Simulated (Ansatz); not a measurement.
Start from BaO in the rock salt structure (space group Fm-3m, No. 225; a = 5.490 Å).

One thing is altered: a hydrostatic pressure of 9 GPa.

The values are results of PBEsol, PAW, 420 eV (Ansatz, a program for electronic structure; no SOC), not measurements.

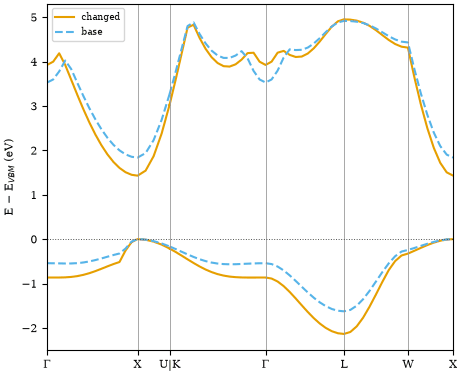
Fig. 1. Highest valence and lowest conduction band along the path, each from its own valence-band maximum

The gap is 1.43 eV, direct at X; the base has 1.84 eV.

Load acts through the strain it causes; cell and atoms are relaxed under it. Whether these cells are dynamically stable was not tested. Competing high-pressure phases were not computed.
